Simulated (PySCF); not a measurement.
# C₇H₈BrCl+ (doublet): open-shell or spin-flip excitations

Wanted: open-shell or spin-flip excitations for C₇H₈BrCl+ (doublet) (`ClC1=CCCCC=C1Br`).

Programs: PySCF 2.14.0, with routines of our own; each step states its level. All values are computed. Atoms count from 0.

## Step 1: The starting structure

17 atoms, charge 1, multiplicity 2; geometry from: GFN2-xTB.

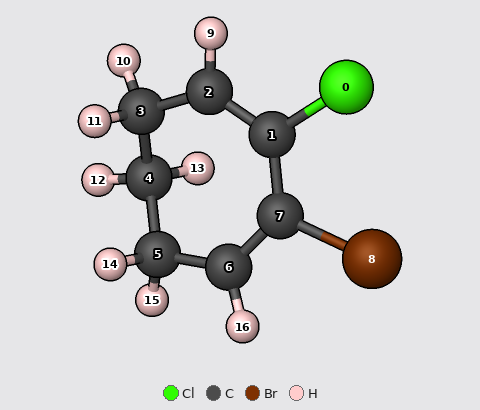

The starting geometry (chlorine green, carbon dark grey, bromine brown, hydrogen pink).

## Step 2: Open-shell or spin-flip excitations: unrestricted TDDFT PBE0/def2-SVP

Job settings and geometry (Å):

```
{"job": {"kind": "uabs", "xc": "PBE0", "basis": "def2-SVP", "nstates": 10, "tda": false}, "charge": 1, "multiplicity": 2}
Cl     2.792751    -1.945154     0.586053
C      1.414789    -0.973862     0.235707
C      0.215210    -1.633635     0.180763
C     -1.145652    -1.097710     0.070957
C     -1.337706     0.351467     0.496048
C     -0.686851     1.355060    -0.444701
C      0.779498     1.368883    -0.474391
C      1.666548     0.410356    -0.077572
Br     3.499335     0.960143    -0.075245
H      0.274376    -2.712993     0.259847
H     -1.804237    -1.740643     0.665386
H     -1.484321    -1.248165    -0.964635
H     -2.406990     0.560817     0.532613
H     -0.937310     0.487877     1.501356
H     -1.039388     1.210788    -1.476215
H     -1.020033     2.366090    -0.184847
H      1.212983     2.292714    -0.841033
```

Method: unrestricted TDDFT PBE0/def2-SVP, vertical, gas phase, core orbitals frozen in the response.

Run with:

```sh
> OMP_NUM_THREADS=1 python excited_run.py task.json out
```

The driver reads the jobs from task.json and runs them one after another.

Log:

```text
coarse grid: 69688 points
cycle   1  E = -3304.0994972690  dE =  5.507e-01  |g| = 3.159e-01  |ddm| = 3.404e+00
cycle   2  E = -3303.9691125586  dE =  1.304e-01  |g| = 5.928e-01  |ddm| = 1.408e+00
cycle   3  E = -3304.1575187069  dE = -1.884e-01  |g| = 6.544e-02  |ddm| = 8.794e-01
cycle   4  E = -3304.1590513714  dE = -1.533e-03  |g| = 2.857e-02  |ddm| = 1.007e-01
cycle   5  E = -3304.1595030638  dE = -4.517e-04  |g| = 7.549e-03  |ddm| = 4.949e-02
cycle   6  E = -3304.1595569037  dE = -5.384e-05  |g| = 4.374e-03  |ddm| = 1.701e-02
cycle   7  E = -3304.1595801151  dE = -2.321e-05  |g| = 2.617e-03  |ddm| = 1.050e-02
cycle   8  E = -3304.1595915986  dE = -1.148e-05  |g| = 1.010e-03  |ddm| = 8.784e-03
cycle   9  E = -3304.1595928309  dE = -1.232e-06  |g| = 5.568e-04  |ddm| = 3.345e-03
final grid: 146256 points
cycle  10  E = -3304.1595951220  dE =  1.487e-07  |g| = 8.504e-04  |ddm| = 2.367e-03
cycle  11  E = -3304.1595944233  dE =  6.986e-07  |g| = 1.426e-03  |ddm| = 2.741e-03
cycle  12  E = -3304.1595955162  dE = -1.093e-06  |g| = 1.031e-04  |ddm| = 1.771e-03
cycle  13  E = -3304.1595955229  dE = -6.693e-09  |g| = 2.782e-05  |ddm| = 1.531e-04
cycle  14  E = -3304.1595955246  dE = -1.683e-09  |g| = 2.151e-05  |ddm| = 1.172e-04
cycle  15  E = -3304.1595955252  dE = -5.821e-10  |g| = 6.099e-06  |ddm| = 6.638e-05
converged SCF energy = -3304.1595955252

Static polarisability (au): isotropic 113.791, principal 56.417 130.704 154.253

<S^2> of the reference = 0.7702 (exact 0.7500)

Excitations
state   eV       nm        f      <S^2>   main configurations
  1   1.5088    821.7   0.00047   0.783   H-1b->Lb 0.98
  2   1.7373    713.7   0.05302   0.771   Hb->Lb 0.95
  3   2.9460    420.9   0.03224   0.821   H-2b->Lb 0.84, Ha->La 0.10
  4   2.9694    417.5   0.00071   0.784   H-3b->Lb 0.98
  5   3.2726    378.9   0.04592   0.821   Ha->La 0.69, H-2b->Lb 0.10
  6   3.4444    360.0   0.00515   0.796   H-4b->Lb 0.84
  7   3.5074    353.5   0.00294   0.794   H-5b->Lb 0.73, H-4b->Lb 0.12, H-6b->Lb 0.09
  8   3.8202    324.5   0.00394   0.808   H-6b->Lb 0.80, H-5b->Lb 0.14
  9   3.9967    310.2   0.02556   2.478   H-2a->La 0.37, Hb->L+1b 0.35, H-1a->La 0.15
 10   4.0299    307.7   0.00159   1.945   H-1a->La 0.82, H-2a->La 0.10
```

It took 84 s on 1 thread of AMD EPYC 9R45, shared host; peak memory 0.75 GiB.

In short:

| quantity | value |
| --- | --- |
| ⟨S²⟩ | 0.770 |

Löwdin spin populations:

Cl0 0.08; C1 0.04; C2 0.34; C3 0.00; C4 0.00; C5 0.00; C6 0.33; C7 0.03; Br8 0.11; H9 0.00; H10 0.01; H11 0.03; H12 0.00; H13 0.00; H14 0.03; H15 0.01; H16 0.00

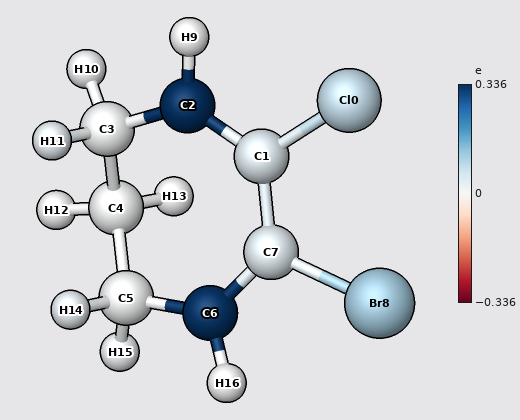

Löwdin spin populations, as colours on the atoms.

Orbitals, density, ELF and potential are computed afterwards from the orbital file.

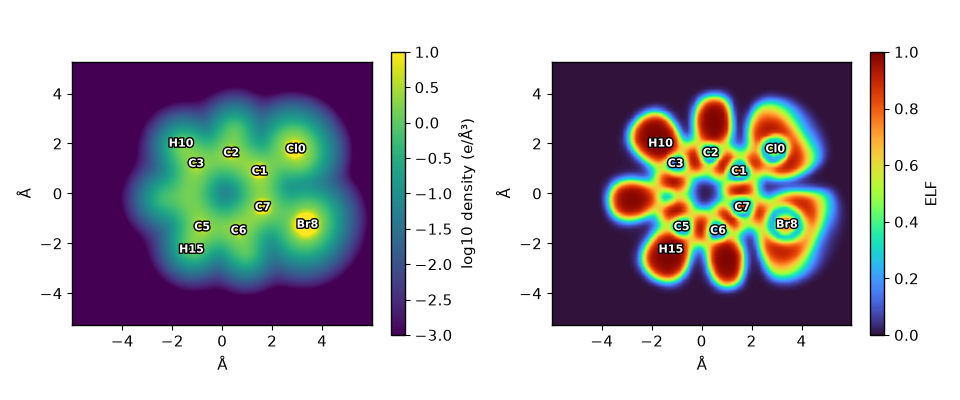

Density (left) and ELF (right) in a plane through or near 10 of the atoms.

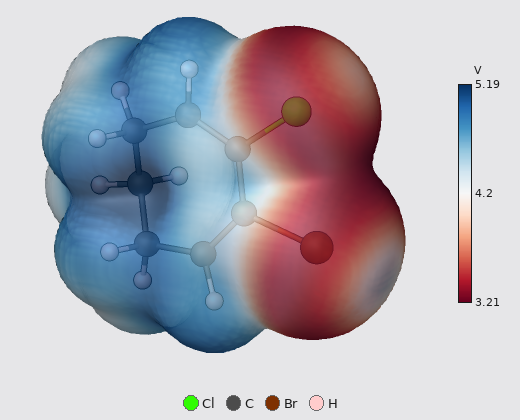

The potential that a unit positive charge feels on the 0.002 e/bohr³ surface, from the 1st to the 99th percentile, from 3.21 V near Cl0 to 5.19 V near H14.

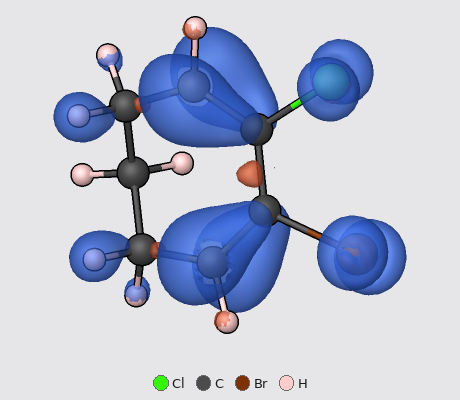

Spin density at ±0.02 e/Å³ (alpha excess blue, beta excess red).

## Step 3: Open-shell or spin-flip excitations: unrestricted TDA BP86/def2-SVP

Settings changed since step 2:

```diff
@@ -1,2 +1,2 @@
-{"job": {"kind": "uabs", "xc": "PBE0", "basis": "def2-SVP", "nstates": 10, "tda": false}, "charge": 1, "multiplicity": 2}
+{"job": {"kind": "uabs", "xc": "BP86", "basis": "def2-SVP", "nstates": 4, "tda": true, "grid": 3, "scf": {"aux": "def2-universal-jkfit", "fallback": true}}, "charge": 1, "multiplicity": 2}
 Cl     2.792751    -1.945154     0.586053
```

Level: unrestricted TDA BP86/def2-SVP, vertical, gas phase, core orbitals frozen in the response.

Log:

```text
final grid: 216600 points
cycle   1  E = -3305.1913842206  dE =  2.117e-01  |g| = 3.218e-01  |ddm| = 3.543e+00
cycle   2  E = -3305.0369487567  dE =  1.544e-01  |g| = 6.173e-01  |ddm| = 1.330e+00
cycle   3  E = -3305.2320697078  dE = -1.951e-01  |g| = 1.511e-01  |ddm| = 9.775e-01
cycle   4  E = -3305.2422411664  dE = -1.017e-02  |g| = 6.491e-02  |ddm| = 2.631e-01
cycle   5  E = -3305.2439370654  dE = -1.696e-03  |g| = 3.735e-02  |ddm| = 1.492e-01
cycle   6  E = -3305.2447698594  dE = -8.328e-04  |g| = 1.588e-02  |ddm| = 9.243e-02
cycle   7  E = -3305.2449453524  dE = -1.755e-04  |g| = 7.604e-03  |ddm| = 4.323e-02
cycle   8  E = -3305.2449868825  dE = -4.153e-05  |g| = 1.765e-03  |ddm| = 1.475e-02
cycle   9  E = -3305.2449888109  dE = -1.928e-06  |g| = 9.388e-04  |ddm| = 3.825e-03
cycle  10  E = -3305.2449894134  dE = -6.025e-07  |g| = 4.193e-04  |ddm| = 2.250e-03
cycle  11  E = -3305.2449895409  dE = -1.275e-07  |g| = 1.678e-04  |ddm| = 1.077e-03
cycle  12  E = -3305.2449895723  dE = -3.140e-08  |g| = 6.196e-05  |ddm| = 4.361e-04
cycle  13  E = -3305.2449895281  dE =  4.417e-08  |g| = 6.177e-05  |ddm| = 1.409e-04
cycle  14  E = -3305.2449895745  dE = -4.637e-08  |g| = 1.906e-05  |ddm| = 1.010e-04
cycle  15  E = -3305.2449895620  dE =  1.252e-08  |g| = 1.253e-05  |ddm| = 4.470e-05
cycle  16  E = -3305.2449895747  dE = -1.268e-08  |g| = 9.522e-06  |ddm| = 3.693e-05
cycle  17  E = -3305.2449895621  dE =  1.257e-08  |g| = 3.315e-06  |ddm| = 2.172e-05
cycle  18  E = -3305.2449895747  dE = -1.265e-08  |g| = 1.154e-06  |ddm| = 5.197e-06
cycle  19  E = -3305.2449895621  dE =  1.263e-08  |g| = 4.465e-07  |ddm| = 2.335e-06
cycle  20  E = -3305.2449895747  dE = -1.264e-08  |g| = 4.373e-07  |ddm| = 1.366e-06
cycle  21  E = -3305.2449895621  dE =  1.264e-08  |g| = 1.111e-07  |ddm| = 9.133e-07
cycle  22  E = -3305.2449895747  dE = -1.264e-08  |g| = 1.109e-07  |ddm| = 3.398e-07
cycle  23  E = -3305.2449895621  dE =  1.264e-08  |g| = 8.515e-08  |ddm| = 2.160e-07
cycle  24  E = -3305.2449895621  dE =  6.366e-12  |g| = 3.752e-08  |ddm| = 1.646e-07
converged SCF energy = -3305.2449895621

Static polarisability (au): isotropic 115.341, principal 57.131 131.282 157.609

<S^2> of the reference = 0.7557 (exact 0.7500)

Excitations
state   eV       nm        f      <S^2>   main configurations
  1   1.0330   1200.2   0.00045   0.759   Hb->Lb 1.00
  2   1.8601    666.5   0.07184   0.760   H-1b->Lb 0.87
  3   2.3876    519.3   0.01117   0.759   H-2b->Lb 0.95
  4   2.6990    459.4   0.03325   0.770   H-3b->Lb 0.67, H-4b->Lb 0.22
```

It took 91 s on 1 thread of AMD EPYC 9R45, shared host; peak memory 0.6 GiB.

From this job:

| quantity | value |
| --- | --- |
| ⟨S²⟩ | 0.756 |

## Step 4: Outcome

| quantity | value |
| --- | --- |
| lowest and brightest state of nearly pure spin, of 10 (step 2, unrestricted TDDFT PBE0/def2-SVP) | 1.51 eV; 1.74 eV, f = 0.053 |
| lowest and brightest state of nearly pure spin, of 4 (step 3, unrestricted TDA BP86/def2-SVP) | 1.03 eV; 1.86 eV, f = 0.072 |

In words: States whose ⟨S²⟩ lies well above the reference's are mixtures of spin states, an artefact of the unrestricted response, and are left out of the summary. The lowest state of nearly pure spin runs from 1.03 to 1.51 eV over the runs.
